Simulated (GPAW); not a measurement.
**Molecular dynamics of C2H4Si**

C2H4Si, SMILES C1=C[SiH2]1, computed with PBEsol/dzp, UKS, dispersion D3(0), scalar-relativistic datasets (GPAW 26.7.0).

The geometry comes from this level: GFN2-xTB.

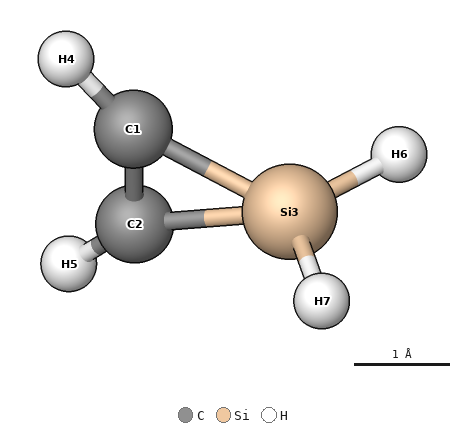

**Figure 1.** The structure as given in the input (ball-and-stick view, seen at a tilt; atoms are numbered from 1 in the order of the input). Bond lengths as drawn: C–C 1.34 Å, C–H 1.08 Å, C–Si 1.86 Å and H–Si 1.46 Å.

### The input (calc.py)
```python
import numpy as np
from ase import Atoms, units
from ase.calculators.mixing import SumCalculator
from ase.md.velocitydistribution import MaxwellBoltzmannDistribution, Stationary, ZeroRotation
from ase.md.verlet import VelocityVerlet
from ase.units import Bohr
from dftd3.ase import DFTD3
from gpaw import GPAW, setup_paths
from gpaw.atom.configurations import parameters
from gpaw.atom.generator import Generator

# Structure
positions_bohr = np.array(
              [[ -1.619949,  -0.873847,  -0.503971],
               [  0.547643,  -0.527007,  -1.751436],
               [  0.694909,   0.907730,   1.458358],
               [ -3.407630,  -1.764702,  -0.879384],
               [  1.277530,  -1.014254,  -3.585207],
               [  0.444010,   3.627915,   1.780424],
               [  2.063486,  -0.355817,   3.481197]])
mol = Atoms('CCSiHHHH', positions=positions_bohr * Bohr)
mol.center(vacuum=5.0)

# PAW datasets for this functional
for symbol in ['C', 'H', 'Si']:
    Generator(symbol, xcname='PBEsol', scalarrel=True, nofiles=True, txt=None).run(**parameters[symbol])
setup_paths.insert(0, '.')

# GPAW settings
dft = GPAW(mode='lcao',
           basis='dzp',
           h=0.25,
           xc='PBEsol',
           spinpol=True,
           maxiter=100,
           symmetry='off',
           txt='run.txt')
mol.calc = SumCalculator([DFTD3(method='PBEsol', damping='d3zero'), dft])

rng = np.random.default_rng(661)
MaxwellBoltzmannDistribution(mol, temperature_K=300, rng=rng)
Stationary(mol)
ZeroRotation(mol)
dyn = VelocityVerlet(mol, timestep=0.5 * units.fs, trajectory='md.traj', logfile='-')
dyn.run(20)
```

Machine: 1 thread of Arm Neoverse V2, 24 GiB of memory available, shared host.

Run as:
```bash
python calc.py > calc.log
```

### The program's output
```
DeprecationWarning: Use thermalize_momenta
Time[ps]      Etot[eV]     Epot[eV]     Ekin[eV]    T[K]
0.0000         -33.7993     -34.0777       0.2784   307.7
0.0005         -33.7971     -34.0179       0.2208   244.1
0.0010         -33.7956     -33.9651       0.1696   187.4
0.0015         -33.7950     -33.9425       0.1475   163.0
0.0020         -33.7957     -33.9582       0.1625   179.6
0.0025         -33.7973     -34.0026       0.2054   227.0
0.0030         -33.7992     -34.0510       0.2518   278.3
0.0035         -33.7995     -34.0760       0.2765   305.6
0.0040         -33.7982     -34.0697       0.2715   300.1
0.0045         -33.7976     -34.0440       0.2464   272.3
0.0050         -33.7977     -34.0070       0.2093   231.3
0.0055         -33.7973     -33.9601       0.1628   179.9
0.0060         -33.7966     -33.9103       0.1136   125.6
0.0065         -33.7961     -33.8692       0.0731    80.8
0.0070         -33.7958     -33.8461       0.0503    55.5
0.0075         -33.7958     -33.8454       0.0496    54.8
0.0080         -33.7962     -33.8670       0.0709    78.3
0.0085         -33.7969     -33.9050       0.1081   119.5
0.0090         -33.7977     -33.9479       0.1502   166.0
0.0095         -33.7979     -33.9839       0.1861   205.6
0.0100         -33.7979     -34.0086       0.2107   232.8
```

### Trajectory as extended XYZ (Å, eV, eV/Å), 21 frames, from step=0 to step=20
```
7
Properties=species:S:1:pos:R:3:forces:R:3 step=0 time_fs=0.0 energy=-34.07773 temperature=307.7
C     5.9460    5.4714    6.6305    0.8363   0.7765   0.8632
C     7.0930    5.6550    5.9704    0.1037   0.5356   1.2344
Si    7.1710    6.4142    7.6689   -0.7069  -0.9112  -1.4825
H     5.0000    5.0000    6.4319   -0.8094  -0.4722  -0.1143
H     7.4793    5.3971    5.0000    0.7521  -0.5343  -1.3658
H     7.0382    7.8537    7.8394   -0.3809   0.7792  -0.0138
H     7.8952    5.7455    8.7394    0.1801  -0.3643   0.9191
7
Properties=species:S:1:pos:R:3:forces:R:3 step=1 time_fs=0.5 energy=-34.01793 temperature=244.1
C     5.9439    5.4702    6.6285    1.4092   1.0270   0.9829
C     7.0944    5.6541    5.9702   -0.3269   0.7407   2.0792
Si    7.1716    6.4142    7.6695   -0.7578  -0.8488  -1.5157
H     5.0111    4.9996    6.4301   -1.3768  -0.6651  -0.1752
H     7.4578    5.4100    5.0106    1.0772  -0.7896  -2.1193
H     7.0430    7.8604    7.8351   -0.3612   0.5792  -0.0714
H     7.8936    5.7514    8.7467    0.1777  -0.4393   0.8973
7
Properties=species:S:1:pos:R:3:forces:R:3 step=2 time_fs=1.0 energy=-33.96512 temperature=187.4
C     5.9420    5.4692    6.6266    1.8220   1.2031   1.0809
C     7.0957    5.6533    5.9704   -0.6425   0.8835   2.7150
Si    7.1721    6.4141    7.6699   -0.7809  -0.7717  -1.4970
H     5.0189    4.9977    6.4280   -1.8067  -0.7754  -0.2150
H     7.4389    5.4210    5.0162    1.0561  -0.8620  -2.6694
H     7.0469    7.8686    7.8307   -0.3294   0.3506  -0.1234
H     7.8924    5.7562    8.7561    0.1455  -0.4866   0.7742
7
Properties=species:S:1:pos:R:3:forces:R:3 step=3 time_fs=1.5 energy=-33.94254 temperature=163.0
C     5.9406    5.4685    6.6249    2.0063   1.2715   1.1491
C     7.0968    5.6527    5.9712   -0.7991   0.9385   3.0014
Si    7.1725    6.4140    7.6702   -0.7776  -0.6882  -1.4284
H     5.0224    4.9939    6.4253   -1.9750  -0.7706  -0.2198
H     7.4225    5.4300    5.0154    0.9406  -0.8217  -2.9738
H     7.0500    7.8776    7.8259   -0.2977   0.1478  -0.1636
H     7.8916    5.7599    8.7674    0.0949  -0.4961   0.5418
7
Properties=species:S:1:pos:R:3:forces:R:3 step=4 time_fs=2.0 energy=-33.95823 temperature=179.6
C     5.9395    5.4679    6.6235    1.9374   1.2177   1.1826
C     7.0978    5.6523    5.9725   -0.7865   0.8976   2.8617
Si    7.1729    6.4137    7.6703   -0.7528  -0.6028  -1.3176
H     5.0211    4.9883    6.4222   -1.8469  -0.6379  -0.1790
H     7.4083    5.4370    5.0075    0.8310  -0.6841  -2.9502
H     7.0524    7.8869    7.8208   -0.2638   0.0135  -0.1868
H     7.8910    5.7623    8.7800    0.0360  -0.4650   0.2561
7
Properties=species:S:1:pos:R:3:forces:R:3 step=5 time_fs=2.5 energy=-34.00262 temperature=227.0
C     5.9388    5.4677    6.6223    1.6451   1.0549   1.1841
C     7.0987    5.6521    5.9745   -0.6333   0.7757   2.3148
Si    7.1733    6.4135    7.6704   -0.7132  -0.5158  -1.1759
H     5.0154    4.9811    6.4185   -1.4684  -0.4224  -0.1099
H     7.3962    5.4423    4.9925    0.7543  -0.4937  -2.4832
H     7.0542    7.8963    7.8152   -0.2326  -0.0596  -0.1877
H     7.8905    5.7637    8.7932   -0.0210  -0.4010  -0.0051
7
Properties=species:S:1:pos:R:3:forces:R:3 step=6 time_fs=3.0 energy=-34.05100 temperature=278.3
C     5.9384    5.4676    6.6214    1.2014   0.8168   1.1613
C     7.0994    5.6521    5.9769   -0.3964   0.6039   1.4771
Si    7.1735    6.4132    7.6703   -0.6656  -0.4263  -1.0155
H     5.0063    4.9729    6.4147   -0.9184  -0.1732  -0.0078
H     7.3858    5.4465    4.9715    0.6839  -0.2855  -1.5473
H     7.0555    7.9056    7.8092   -0.2088  -0.0782  -0.1603
H     7.8899    5.7641    8.8064   -0.0806  -0.3269  -0.1528
7
Properties=species:S:1:pos:R:3:forces:R:3 step=7 time_fs=3.5 energy=-34.07598 temperature=305.6
C     5.9383    5.4678    6.6207    0.6926   0.5452   1.1244
C     7.1000    5.6521    5.9796   -0.1422   0.4216   0.5271
Si    7.1737    6.4128    7.6702   -0.6151  -0.3345  -0.8472
H     4.9949    4.9643    6.4108   -0.3419   0.0636   0.1037
H     7.3771    5.4500    4.9469    0.5982  -0.0760  -0.4513
H     7.0562    7.9146    7.8028   -0.1843  -0.0750  -0.0994
H     7.8892    5.7637    8.8192   -0.1454  -0.2580  -0.1886
7
Properties=species:S:1:pos:R:3:forces:R:3 step=8 time_fs=4.0 energy=-34.06974 temperature=300.1
C     5.9384    5.4680    6.6202    0.1928   0.2775   1.0818
C     7.1006    5.6523    5.9824    0.0842   0.2579  -0.3820
Si    7.1739    6.4125    7.6700   -0.5651  -0.2408  -0.6786
H     4.9827    4.9559    6.4071    0.1065   0.2426   0.2069
H     7.3698    5.4533    4.9212    0.5249   0.1247   0.3183
H     7.0565    7.9235    7.7961   -0.1628  -0.0864  -0.0134
H     7.8881    5.7627    8.8316   -0.1958  -0.1822  -0.1620
7
Properties=species:S:1:pos:R:3:forces:R:3 step=9 time_fs=4.5 energy=-34.04398 temperature=272.3
C     5.9384    5.4683    6.6199   -0.2503   0.0365   1.0385
C     7.1012    5.6525    5.9851    0.2605   0.1243  -1.1786
Si    7.1740    6.4121    7.6697   -0.5176  -0.1474  -0.5151
H     4.9707    4.9480    6.4040    0.3932   0.3578   0.2799
H     7.3638    5.4569    4.8962    0.4678   0.2820   0.6836
H     7.0564    7.9321    7.7895   -0.1400  -0.1397   0.0848
H     7.8865    5.7612    8.8436   -0.2261  -0.0963  -0.1290
7
Properties=species:S:1:pos:R:3:forces:R:3 step=10 time_fs=5.0 energy=-34.00702 temperature=231.3
C     5.9384    5.4686    6.6199   -0.6136  -0.1680   0.9951
C     7.1019    5.6527    5.9876    0.3836   0.0211  -1.8347
Si    7.1740    6.4117    7.6694   -0.4737  -0.0576  -0.3608
H     4.9597    4.9410    6.4015    0.5595   0.4343   0.3324
H     7.3589    5.4611    4.8729    0.4090   0.3776   1.1303
H     7.0559    7.9405    7.7830   -0.1317  -0.2440   0.1831
H     7.8844    5.7595    8.8552   -0.2399  -0.0078  -0.1270
7
Properties=species:S:1:pos:R:3:forces:R:3 step=11 time_fs=5.5 energy=-33.96011 temperature=179.9
C     5.9383    5.4688    6.6200   -0.8878  -0.3328   0.9508
C     7.1027    5.6529    5.9897    0.4544  -0.0523  -2.3367
Si    7.1741    6.4113    7.6691   -0.4347   0.0242  -0.2190
H     4.9501    4.9350    6.3998    0.6785   0.5015   0.3822
H     7.3550    5.4663    4.8523    0.3608   0.4474   1.7621
H     7.0552    7.9482    7.7770   -0.1283  -0.3822   0.2568
H     7.8817    5.7578    8.8666   -0.2518   0.0660  -0.1911
7
Properties=species:S:1:pos:R:3:forces:R:3 step=12 time_fs=6.0 energy=-33.91027 temperature=125.6
C     5.9380    5.4690    6.6203   -1.0705  -0.4572   0.9053
C     7.1035    5.6532    5.9914    0.4728  -0.0980  -2.6786
Si    7.1740    6.4109    7.6687   -0.4023   0.0939  -0.0937
H     4.9420    4.9303    6.3990    0.7891   0.5564   0.4163
H     7.3519    5.4726    4.8359    0.3404   0.4704   2.2686
H     7.0541    7.9551    7.7715   -0.1321  -0.5261   0.3089
H     7.8785    5.7563    8.8775   -0.2525   0.1257  -0.3439
7
Properties=species:S:1:pos:R:3:forces:R:3 step=13 time_fs=6.5 energy=-33.86920 temperature=80.8
C     5.9375    5.4691    6.6208   -1.1611  -0.5407   0.8589
C     7.1044    5.6534    5.9925    0.4415  -0.1201  -2.8675
Si    7.1740    6.4105    7.6683   -0.3787   0.1483   0.0103
H     4.9359    4.9268    6.3993    0.8904   0.6042   0.4391
H     7.3497    5.4799    4.8249    0.3261   0.4242   2.5548
H     7.0527    7.9606    7.7669   -0.1379  -0.6627   0.3419
H     7.8746    5.7551    8.8876   -0.2242   0.1684  -0.5469
7
Properties=species:S:1:pos:R:3:forces:R:3 step=14 time_fs=7.0 energy=-33.84605 temperature=55.5
C     5.9368    5.4691    6.6215   -1.1600  -0.5831   0.8119
C     7.1055    5.6536    5.9930    0.3636  -0.1223  -2.9127
Si    7.1739    6.4101    7.6680   -0.3653   0.1849   0.0883
H     4.9319    4.9248    6.4006    0.9536   0.6341   0.4560
H     7.3482    5.4883    4.8201    0.3279   0.3113   2.6450
H     7.0510    7.9646    7.7630   -0.1457  -0.7689   0.3642
H     7.8701    5.7542    8.8964   -0.1629   0.2080  -0.7558
7
Properties=species:S:1:pos:R:3:forces:R:3 step=15 time_fs=7.5 energy=-33.84536 temperature=54.8
C     5.9358    5.4690    6.6224   -1.0684  -0.5847   0.7646
C     7.1066    5.6537    5.9930    0.2428  -0.1065  -2.8190
Si    7.1738    6.4097    7.6676   -0.3630   0.2025   0.1369
H     4.9301    4.9243    6.4029    0.9634   0.6408   0.4589
H     7.3475    5.4975    4.8215    0.3451   0.1509   2.5883
H     7.0490    7.9668    7.7600   -0.1595  -0.8288   0.3776
H     7.8653    5.7539    8.9034   -0.1010   0.2454  -0.8968
7
Properties=species:S:1:pos:R:3:forces:R:3 step=16 time_fs=8.0 energy=-33.86702 temperature=78.3
C     5.9347    5.4687    6.6234   -0.8917  -0.5450   0.7205
C     7.1077    5.6538    5.9923    0.0818  -0.0734  -2.5832
Si    7.1737    6.4094    7.6672   -0.3720   0.2012   0.1545
H     4.9307    4.9254    6.4064    0.9128   0.6231   0.4457
H     7.3476    5.5070    4.8292    0.3844  -0.0244   2.3781
H     7.0465    7.9669    7.7579   -0.1778  -0.8362   0.3845
H     7.8603    5.7542    8.9082   -0.0351   0.2567  -0.9692
7
Properties=species:S:1:pos:R:3:forces:R:3 step=17 time_fs=8.5 energy=-33.90503 temperature=119.5
C     5.9333    5.4684    6.6245   -0.6313  -0.4653   0.6759
C     7.1089    5.6540    5.9912   -0.1185  -0.0256  -2.1981
Si    7.1735    6.4090    7.6669   -0.3909   0.1821   0.1414
H     4.9334    4.9280    6.4109    0.8042   0.5850   0.4144
H     7.3487    5.5164    4.8426    0.4431  -0.2123   1.9313
H     7.0437    7.9651    7.7567   -0.1976  -0.7914   0.3880
H     7.8551    5.7550    8.9107    0.0341   0.2448  -0.9883
7
Properties=species:S:1:pos:R:3:forces:R:3 step=18 time_fs=9.0 energy=-33.94790 temperature=166.0
C     5.9318    5.4679    6.6258   -0.2955  -0.3477   0.6323
C     7.1100    5.6541    5.9896   -0.3571   0.0353  -1.6584
Si    7.1733    6.4087    7.6666   -0.4183   0.1474   0.0996
H     4.9381    4.9319    6.4164    0.6466   0.5318   0.3514
H     7.3508    5.5253    4.8605    0.5017  -0.3511   1.2889
H     7.0403    7.9614    7.7565   -0.2146  -0.6998   0.3925
H     7.8501    5.7565    8.9109    0.0943   0.2135  -0.9604
7
Properties=species:S:1:pos:R:3:forces:R:3 step=19 time_fs=9.5 energy=-33.98392 temperature=205.6
C     5.9303    5.4674    6.6272    0.1061  -0.1951   0.5910
C     7.1111    5.6542    5.9877   -0.6302   0.1068  -0.9724
Si    7.1730    6.4084    7.6663   -0.4524   0.1000   0.0320
H     4.9443    4.9371    6.4228    0.4607   0.4682   0.2426
H     7.3541    5.5334    4.8816    0.5856  -0.4435   0.6455
H     7.0365    7.9560    7.7572   -0.2250  -0.5745   0.4001
H     7.8452    5.7584    8.9087    0.1418   0.1647  -0.8898
7
Properties=species:S:1:pos:R:3:forces:R:3 step=20 time_fs=10.0 energy=-34.00855 temperature=232.8
C     5.9287    5.4668    6.6287    0.5609  -0.0113   0.5546
C     7.1120    5.6543    5.9856   -0.9308   0.1863  -0.1600
Si    7.1727    6.4081    7.6659   -0.4913   0.0439  -0.0569
H     4.9516    4.9435    6.4298    0.2697   0.4071   0.0925
H     7.3589    5.5404    4.9042    0.6902  -0.5099   0.1811
H     7.0321    7.9492    7.7589   -0.2188  -0.4337   0.4046
H     7.8407    5.7608    8.9044    0.1786   0.0977  -0.7737
```

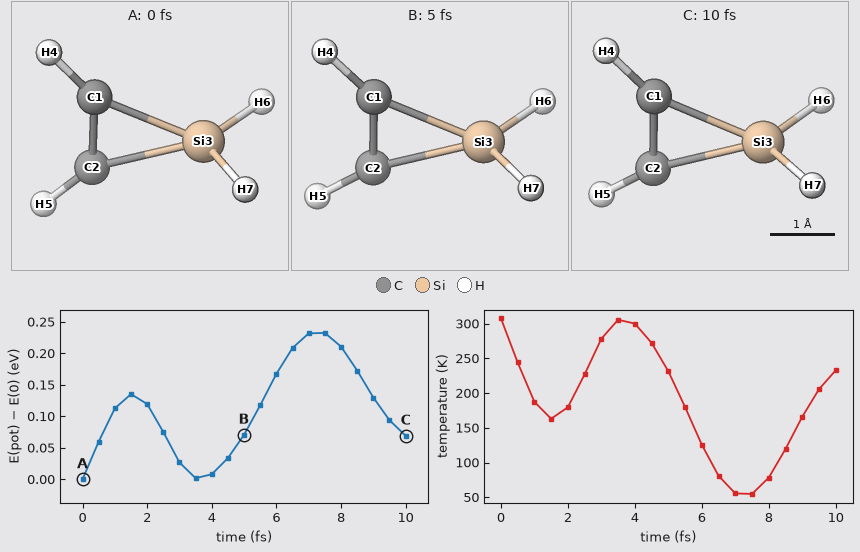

**Figure 2.** Frames of the molecular dynamics (ball-and-stick, seen at a tilt) above the curves, on which the letters mark them. The trajectory kept here has 21 frames over 10 fs. The temperature starts at 308 K, ranges from 55 to 308 K and averages 139 K over the second half. The potential energy ends 0.069 eV above its first value. After an unweighted best fit of the last frame on the first, the root-mean-square displacement is 0.11 Å, and H7 has moved furthest (0.18 Å).

### Results in brief

- outcome: finished
- mean temperature over the second half: 139 K
- trajectory: 21 frames kept, 10 fs
- basis functions (step not recorded): 59
- wall time: 2.1 min
- peak memory: 0.59 GiB

### Remarks

Settings chosen away from the usual ones: h set to 0.25 (from 0.2); spinpol set to true. Further notes kept with the run: datasets made with stock radii, not tested. On so coarse a grid the energy depends on the position of the molecule, which gives spurious forces. So short a trajectory is not equilibrated.
